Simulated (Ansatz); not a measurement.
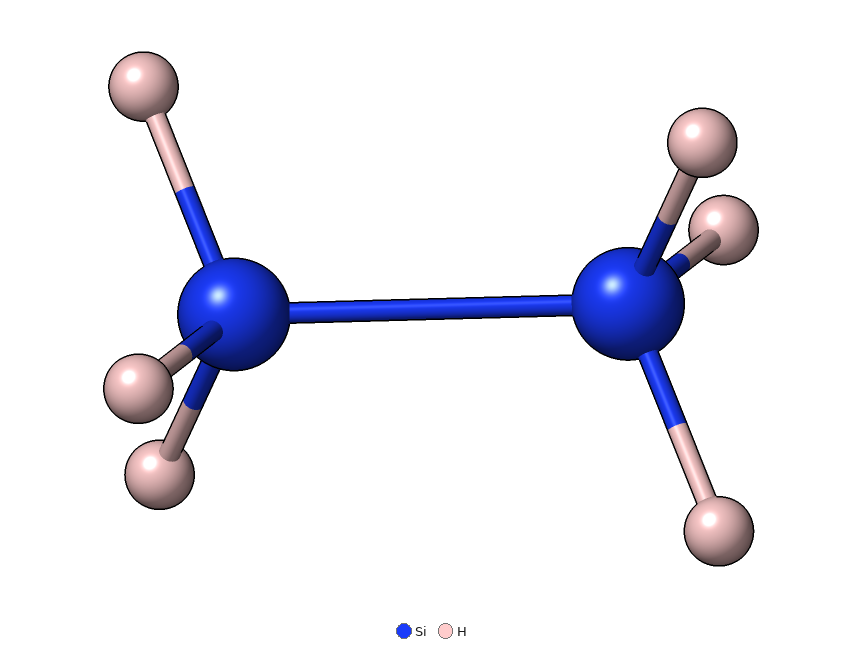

Harmonic vibrations computed with RKS PBE0-D4/def2-TZVP (Ansatz 0.2.0) at a stationary point of the same level.

### How many imaginary frequencies does it have?

A minimum: no imaginary frequency, and the lowest mode lies at 135 cm⁻¹.

### How many vibrational modes are there, and where do they lie?

18 modes: 135, 362, 362, 433, 625, 625, 836, 909, 932, 932, 946, 946, 2213, 2220, 2222, 2222, 2232, 2232 cm⁻¹.
